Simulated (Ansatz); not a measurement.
# ZrCH₂+ (doublet): the correlation ladder, def2-TZVPP

Aim: climb from Hartree-Fock through coupled cluster for ZrCH₂+ (doublet) at one geometry and basis, and see what each rung misses.

The runs use Ansatz 0.2.0, Gaussian basis; def2-TZVPP, core rule «outside noble gas», up to 5 orbitals frozen.

The runs, in order: UHF; CCSD(T) on ROHF; CCSD(T) on UHF; CCSDT(Q) on ROHF; CCSDT(Q) on UHF.

9 further runs of the same task are left out: 5 for a known fault of the program, 4 set aside as unsound or not needed.

## (1) What is computed

The geometry is a PBE0/def2-TZVP stationary point (not a proven minimum) of the parent state, kept for this charge and spin. No spin-orbit coupling is included. Elements past krypton take def2 core potentials.

4 atoms, charge 1, spin multiplicity 2.

Atoms are counted from 1 here; the program's logs count them from 0.

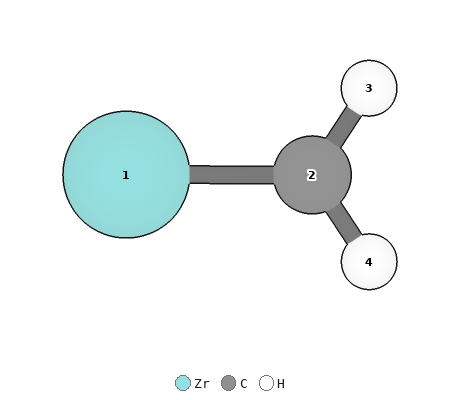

The geometry (zirconium light teal, carbon grey, hydrogen white); atoms are numbered from 1 in the order of the file.

In the tables R marks a restricted open-shell determinant and U an unrestricted one; energies count from the table's Hartree-Fock row.

## (2) UHF

The input, in.yaml:

```yaml
crystal:
  periodic: [false, false, false]
  atoms:
    - {symbol: Zr, position_ang: [0.000000, 0.000000, 0.272416]}
    - {symbol: C, position_ang: [0.000000, 0.000000, -1.685685]}
    - {symbol: H, position_ang: [0.000000, 0.916504, -2.284186]}
    - {symbol: H, position_ang: [0.000000, -0.916504, -2.284186]}
basis:
  gaussian: {orbitals: def2-TZVPP}
total_charge: 1
magnetization: {spin_polarized: true, initial_magnetization: 1}
hamiltonian: {xc: hf}
output: {orbitals: {seedname: orbitals}}
```

Run with:

```sh
$ ansatz run in.yaml --threads 1 --pin off --events-out ev --progress --plain --max-ram 4096MiB --backend cpu
```

The log of the run (excerpt; [...] marks lines left out):

```text
Functional definition: HF
  name "HF"
  cite "Fock, Z. Phys. 61, 126 (1930) doi:10.1007/BF01340294"
  parent pbe
[...]
797 factors; their error is unknown
[...]
mean field -2319.62982524 eV, -85.2448237759 hartree, gradient 5.5e-6 eV, S^2 1.321845; 21 other end points of the search recorded, 0 dependent functions left out
reference -2319.62982524 eV, -85.2448237759 hartree; 10, 9 occupied and 105, 106 virtual orbitals, 797 factors
Total energy: -2319.62982524 eV, -85.2448237759 hartree
```

Run time: 23 s. Hardware: 1 thread of AMD EPYC 7R13, shared host; peak memory 0.26 GiB.

From the report: ⟨S²⟩ of the determinant 1.322 (pure doublet: 0.75). The determinant is far from a pure spin state, so its energy mixes those of several spin states (harmless only where they are near-degenerate, as at dissociation).

## (3) CCSD(T) on ROHF

in.yaml, as its differences from that of step 2:

```diff
@@ -10,4 +10,3 @@
 total_charge: 1
-magnetization: {spin_polarized: true, initial_magnetization: 1}
-hamiltonian: {xc: hf}
-output: {orbitals: {seedname: orbitals}}
+magnetization: {spin_polarized: false, initial_magnetization: 1}
+correlation: {method: ccsd_t, electrons: outside_noble_gas}
```

Run with:

```sh
$ ansatz run in.yaml --threads 2 --pin off --events-out ev --progress --plain --max-ram 24576MiB --backend cuda --devices 0, --max-vram 18GiB
```

The log of the run (excerpt; [...] marks lines left out):

```text
Functional definition: HF
  name "HF"
  cite "Fock, Z. Phys. 61, 126 (1930) doi:10.1007/BF01340294"
  parent pbe
[...]
721 factors; integrals over basis functions are off by at most 1.0e-3 eV
[...]
mean field -2319.18404669 eV, -85.2284417164 hartree, gradient 1.8e-6 eV, S^2 0.750000; 26 other end points of the search recorded, 0 dependent functions left out
[...]
determinant -2319.18404669 eV, -85.2284417164 hartree, with singles and doubles -2326.23980955 eV, -85.4877362188 hartree
determinant -2319.05733619 eV, -85.2237851914 hartree, with singles and doubles -2326.11487528 eV, -85.4831449692 hartree
determinant -2318.63669251 eV, -85.2083268213 hartree, with singles and doubles -2325.85132099 eV, -85.4734595278 hartree
determinant -2318.45414527 eV, -85.2016183339 hartree, with singles and doubles -2325.56237909 eV, -85.4628411088 hartree
[...]
determinant -2319.18404669 eV, -85.2284417164 hartree, with singles and doubles -2326.13462231 eV, -85.4838706594 hartree
determinant -2319.05733619 eV, -85.2237851914 hartree, with singles and doubles -2326.00703999 eV, -85.4791820955 hartree
determinant -2318.63669251 eV, -85.2083268213 hartree, with singles and doubles -2325.73487947 eV, -85.4691803806 hartree
unrestricted determinant -2319.62991611 eV, -85.2448271153 hartree, S^2 1.3218
5 core orbitals not correlated: weight in the atoms' cores, before any rotation towards them, 0.992 or more for the frozen orbitals, at most 0.004 for the correlated occupied ones
reference -2319.18404669 eV, -85.2284417164 hartree; 5, 4 occupied and 105, 106 virtual orbitals, 721 factors
second order -6.63797741 eV of doubles, -0.00417629 eV of singles
cycle   1  -6.95057504 eV  change    5.9e-7 eV  update   2.5e-6
perturbative correction -0.41827545 eV, -0.0153713393 hartree
Total energy: -2326.55289718 eV, -85.4992419770 hartree
```

Wall time 42 s (1 × H100 (card shared with other runs) with 2 threads of AMD EPYC 7R13, shared host); peak host memory 0.84 GiB.

From the report: correlation -7.3689 eV; T1 0.033; largest double amplitude 0.09.

## (4) CCSD(T) on UHF

in.yaml, as its differences from that of step 3:

```diff
@@ -10,3 +10,3 @@
 total_charge: 1
-magnetization: {spin_polarized: false, initial_magnetization: 1}
+magnetization: {spin_polarized: true, initial_magnetization: 1}
 correlation: {method: ccsd_t, electrons: outside_noble_gas}
```

Launched as before.

The log of the run (excerpt; [...] marks lines left out):

```text
Functional definition: HF
  name "HF"
  cite "Fock, Z. Phys. 61, 126 (1930) doi:10.1007/BF01340294"
  parent pbe
[...]
721 factors; integrals over basis functions are off by at most 1.0e-3 eV
[...]
mean field -2319.62991611 eV, -85.2448271153 hartree, gradient 8.1e-6 eV, S^2 1.321846; 59 other end points of the search recorded, 0 dependent functions left out
determinant -2319.62991611 eV, -85.2448271153 hartree, with singles and doubles -2326.18705961 eV, -85.4857976943 hartree
determinant -2319.52562407 eV, -85.2409944536 hartree, with singles and doubles -2326.01123918 eV, -85.4793364127 hartree
determinant -2319.51439006 eV, -85.2405816112 hartree, with singles and doubles -2326.08249959 eV, -85.4819551848 hartree
determinant -2319.50902774 eV, -85.2403845498 hartree, with singles and doubles -2325.18893491 eV, -85.4491172884 hartree
[...]
determinant -2319.11290019 eV, -85.2258271310 hartree, with singles and doubles -2325.74112768 eV, -85.4694099982 hartree
determinant -2319.10480034 eV, -85.2255294670 hartree, with singles and doubles -2326.05682731 eV, -85.4810117458 hartree
determinant -2318.67314059 eV, -85.2096662635 hartree, with singles and doubles -2325.76216879 eV, -85.4701832449 hartree
determinant -2319.23748208 eV, -85.2304054309 hartree, with singles and doubles -2326.28165146 eV, -85.4892738809 hartree
5 core orbitals not correlated: weight in the atoms' cores, before any rotation towards them, 0.990 or more for the frozen orbitals, at most 0.006 for the correlated occupied ones
reference -2319.62991611 eV, -85.2448271153 hartree; 5, 4 occupied and 105, 106 virtual orbitals, 721 factors
second order -5.56552946 eV of doubles, -0.00000000 eV of singles
cycle   1  -6.52843511 eV  change   -2.1e-7 eV  update   4.3e-6
perturbative correction -0.36903349 eV, -0.0135617305 hartree
Total energy: -2326.52738470 eV, -85.4983044108 hartree
```

Wall time 34 s (1 × H100 (card shared with other runs) with 2 threads of AMD EPYC 7R13, shared host); peak host memory 0.88 GiB.

From the report: ⟨S²⟩ of the determinant 1.322 (pure doublet: 0.75); correlation -6.8975 eV; T1 0.094; largest double amplitude 0.11. The determinant is far from a pure spin state, so its energy mixes those of several spin states (harmless only where they are near-degenerate, as at dissociation).

## (5) CCSDT(Q) on ROHF

in.yaml, as its differences from that of step 4:

```diff
@@ -10,3 +10,3 @@
 total_charge: 1
-magnetization: {spin_polarized: true, initial_magnetization: 1}
-correlation: {method: ccsd_t, electrons: outside_noble_gas}
+magnetization: {spin_polarized: false, initial_magnetization: 1}
+correlation: {method: ccsdt_q, electrons: outside_noble_gas}
```

The command is unchanged.

The log of the run (excerpt; [...] marks lines left out):

```text
Functional definition: HF
  name "HF"
  cite "Fock, Z. Phys. 61, 126 (1930) doi:10.1007/BF01340294"
  parent pbe
[...]
1464 factors; integrals over basis functions are off by at most 2.1e-7 eV
[...]
mean field -2319.18404961 eV, -85.2284418237 hartree, gradient 5.7e-6 eV, S^2 0.750000; 26 other end points of the search recorded, 0 dependent functions left out
[...]
determinant -2319.18404961 eV, -85.2284418237 hartree, with singles and doubles -2326.23982411 eV, -85.4877367539 hartree
determinant -2319.05733944 eV, -85.2237853109 hartree, with singles and doubles -2326.11489120 eV, -85.4831455542 hartree
determinant -2318.63669579 eV, -85.2083269419 hartree, with singles and doubles -2325.85133433 eV, -85.4734600181 hartree
determinant -2318.45414828 eV, -85.2016184447 hartree, with singles and doubles -2325.56239459 eV, -85.4628416784 hartree
[...]
determinant -2319.18404961 eV, -85.2284418237 hartree, with singles and doubles -2326.13461043 eV, -85.4838702225 hartree
determinant -2319.05733944 eV, -85.2237853109 hartree, with singles and doubles -2326.00702835 eV, -85.4791816676 hartree
determinant -2318.63669579 eV, -85.2083269419 hartree, with singles and doubles -2325.73486748 eV, -85.4691799400 hartree
unrestricted determinant -2319.62991909 eV, -85.2448272249 hartree, S^2 1.3218
5 core orbitals not correlated: weight in the atoms' cores, before any rotation towards them, 0.992 or more for the frozen orbitals, at most 0.004 for the correlated occupied ones
reference -2319.18404961 eV, -85.2284418237 hartree; 5, 4 occupied and 105, 106 virtual orbitals, 1464 factors
second order -6.63799167 eV of doubles, -0.00417629 eV of singles
cycle   1  -6.60411132 eV  change    3.8e-2 eV  update   1.2e-1
[...]
cycle  35  -7.38380530 eV  change    5.1e-7 eV  update   9.7e-7
perturbative correction -0.03208075 eV, -0.0011789459 hartree
Total energy: -2326.59993566 eV, -85.5009706096 hartree
```

Wall time 48 s (1 × H100 (card shared with other runs) with 2 threads of AMD EPYC 7R13, shared host); peak host memory 1.3 GiB.

From the report: correlation -7.4159 eV; T1 0.035; largest double amplitude 0.10.

## (6) CCSDT(Q) on UHF

in.yaml, as its differences from that of step 5:

```diff
@@ -10,3 +10,3 @@
 total_charge: 1
-magnetization: {spin_polarized: false, initial_magnetization: 1}
+magnetization: {spin_polarized: true, initial_magnetization: 1}
 correlation: {method: ccsdt_q, electrons: outside_noble_gas}
```

The command is unchanged.

The log of the run (excerpt; [...] marks lines left out):

```text
Functional definition: HF
  name "HF"
  cite "Fock, Z. Phys. 61, 126 (1930) doi:10.1007/BF01340294"
  parent pbe
[...]
1464 factors; integrals over basis functions are off by at most 2.1e-7 eV
[...]
mean field -2319.62991909 eV, -85.2448272249 hartree, gradient 5.7e-6 eV, S^2 1.321846; 62 other end points of the search recorded, 0 dependent functions left out
determinant -2319.62991909 eV, -85.2448272249 hartree, with singles and doubles -2326.19141598 eV, -85.4859577883 hartree
determinant -2319.51439351 eV, -85.2405817383 hartree, with singles and doubles -2326.08320301 eV, -85.4819810347 hartree
determinant -2319.50903042 eV, -85.2403846484 hartree, with singles and doubles -2325.18979589 eV, -85.4491489287 hartree
determinant -2319.50507832 eV, -85.2402394113 hartree, with singles and doubles -2325.18808528 eV, -85.4490860649 hartree
[...]
determinant -2319.16878353 eV, -85.2278808057 hartree, with singles and doubles -2326.02647234 eV, -85.4798962209 hartree
determinant -2319.11290328 eV, -85.2258272445 hartree, with singles and doubles -2325.74111579 eV, -85.4694095614 hartree
determinant -2319.10480364 eV, -85.2255295881 hartree, with singles and doubles -2326.05682020 eV, -85.4810114843 hartree
determinant -2319.23748503 eV, -85.2304055391 hartree, with singles and doubles -2326.27990907 eV, -85.4892098493 hartree
5 core orbitals not correlated: weight in the atoms' cores, before any rotation towards them, 0.990 or more for the frozen orbitals, at most 0.006 for the correlated occupied ones
reference -2319.62991909 eV, -85.2448272249 hartree; 5, 4 occupied and 105, 106 virtual orbitals, 1464 factors
second order -5.56553962 eV of doubles, -0.00000000 eV of singles
cycle   1  -5.85331668 eV  change   -2.9e-1 eV  update   1.1e-1
[...]
cycle  36  -6.96386054 eV  change    6.5e-7 eV  update   4.4e-7
perturbative correction -0.04011448 eV, -0.0014741801 hartree
Total energy: -2326.63389411 eV, -85.5022185596 hartree
```

Wall time 95 s (1 × H100 (card shared with other runs) with 2 threads of AMD EPYC 7R13, shared host); peak host memory 1.1 GiB.

From the report: ⟨S²⟩ of the determinant 1.322 (pure doublet: 0.75); correlation -7.0040 eV; T1 0.107; largest double amplitude 0.13. The determinant is far from a pure spin state, so its energy mixes those of several spin states (harmless only where they are near-degenerate, as at dissociation).

## (7) Misses and costs

No level here is safe as a reference; RCCSDT(Q) serves as a yardstick only. Rows without a time come out of other runs: HF, MP2 and CCSD of CCSD(T), CCSDT of CCSDT(Q).

Differences are taken before rounding.

```csv
method,energy from the lowest RHF (meV),from RCCSDT(Q) (meV),time
RHF,0.0,+7415.9,
UHF,-445.9,+6970.0,
RMP2,-6642.2,+773.7,
UMP2,-6011.4,+1404.5,
RCCSD,-6950.6,+465.3,
UCCSD,-6974.3,+441.6,
RCCSD(T),-7368.9,+47.0,42 s
UCCSD(T),-7343.3,+72.6,34 s
RCCSDT,-7383.8,+32.1,
UCCSDT,-7409.7,+6.2,
RCCSDT(Q),-7415.9,0,48 s
UCCSDT(Q),-7449.8,-34.0,95 s
```

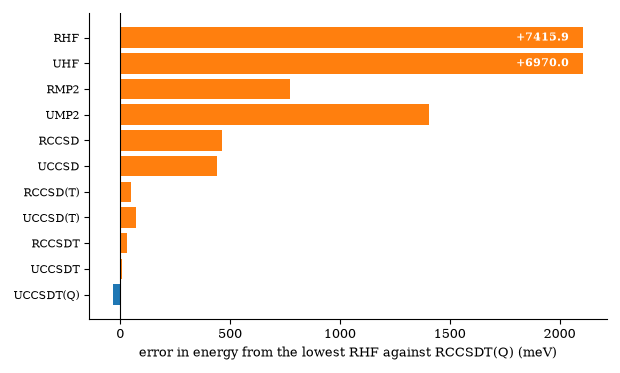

Error of each method against RCCSDT(Q). Bars with a number in them are cut short.

## (8) What came out

```
                      quantity        value
RCCSDT(Q) below the RHF energy   -7.4159 eV
           RMP2 from RCCSDT(Q)   +773.7 meV
           UMP2 from RCCSDT(Q)  +1404.5 meV
          RCCSD from RCCSDT(Q)   +465.3 meV
       RCCSD(T) from RCCSDT(Q)    +47.0 meV
       UCCSD(T) from RCCSDT(Q)    +72.6 meV
      UCCSDT(Q) from RCCSDT(Q)    -34.0 meV
                 T1 diagnostic        0.033
```

**Reading.** RCCSD(T) lands +47.0 meV from the yardstick (0.6 % of the correlation energy). CCSD(T) misses by +47.0 meV on the restricted determinant and by +72.6 meV on the unrestricted one; the two need not hold the same state or core. Warnings: spin contamination.
